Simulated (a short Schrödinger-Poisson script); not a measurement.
Stack: gated Al0.3Ga0.7As/GaAs modulation-doped gas in a quantum well, at 300 K.

```csv
layer,material,thickness (nm),Nd (cm⁻³),Na (cm⁻³)
1,Al0.3Ga0.7As,10,-,-
2,Al0.3Ga0.7As,20,1.9e18,-
3,Al0.3Ga0.7As,2,-,-
4,GaAs,15,-,-
5,Al0.3Ga0.7As,4000,-,6e15
```

The device is made up for the run: typed textbook-type constants, with dimensions and the other settings drawn at random. Al0.3Ga0.7As: permittivity 12.05, conduction-band edge (eV) 0.237, gap (eV) 1.798, electron mass (mₑ) 0.0919, Nv at 300 K (cm⁻³) 9e18. GaAs: permittivity 12.9, conduction-band edge (eV) 0, gap (eV) 1.424, Nv at 300 K (cm⁻³) 9e18.

Channel valleys (confinement mass, in-plane density-of-states mass, number): Γ 0.067, 0.067, 1. At the gate the conduction-band edge of layer 1 lies 0.99 eV − eVg above the Fermi level of the channel; the field vanishes at the back. Donor level 0.05 eV below the band edge. The barrier under the gate holds no holes. Gaps are held at their typed values at every temperature. Mesh 0.08 nm at interfaces.

From a short Schrödinger-Poisson script (our own, NumPy): 1D Poisson equation in equilibrium, electrons quantum, Hartree (BenDaniel-Duke, 40 states a valley, the channel's in-plane mass for all, wave functions free to enter the barrier), parabolic valleys, classical holes, donors ionised by Fermi statistics, acceptors fully, no traps, pinning or gate leakage.

Only gate voltages with over 1e8 electrons/cm² are shown.

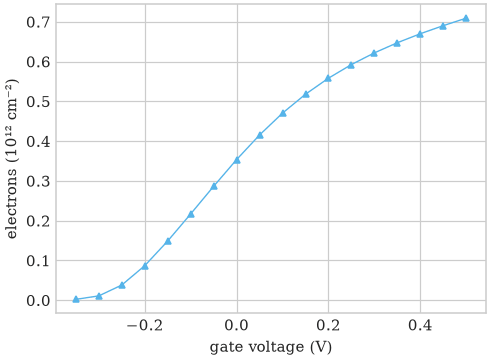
Sheet density against gate voltage

```tsv
Vg (V)	electrons (cm⁻²)	in the channel layer	C (μF/cm²)	Γ E0 (meV)	Γ E1 (meV)
0.5	7.09e11	6.51e11	0.520	-5.9	52.8
0.45	6.90e11	6.39e11	0.495	-5.2	53.4
0.4	6.70e11	6.24e11	0.472	-4.3	54.2
0.35	6.47e11	6.06e11	0.450	-3.2	55.1
0.3	6.22e11	5.85e11	0.428	-2.0	56.2
0.25	5.92e11	5.60e11	0.407	-0.4	57.6
0.2	5.58e11	5.30e11	0.385	1.6	59.3
0.15	5.18e11	4.94e11	0.363	4.1	61.5
0.1	4.70e11	4.50e11	0.340	7.3	64.3
0.05	4.15e11	3.99e11	0.318	11.3	67.9
0	3.53e11	3.40e11	0.296	16.4	72.5
-0.05	2.86e11	2.77e11	0.276	22.9	78.4
-0.1	2.17e11	2.10e11	0.256	31.1	86.1
-0.15	1.49e11	1.44e11	0.232	41.9	96.4
-0.2	8.68e10	8.44e10	0.197	56.8	110.8
-0.25	3.81e10	3.71e10	0.139	78.8	132.5
-0.3	1.08e10	1.05e10	0.0684	111.8	165.2
-0.35	2.12e9	2.06e9	0.0305	154.1	207.3
```

Subbands count from the Fermi level.
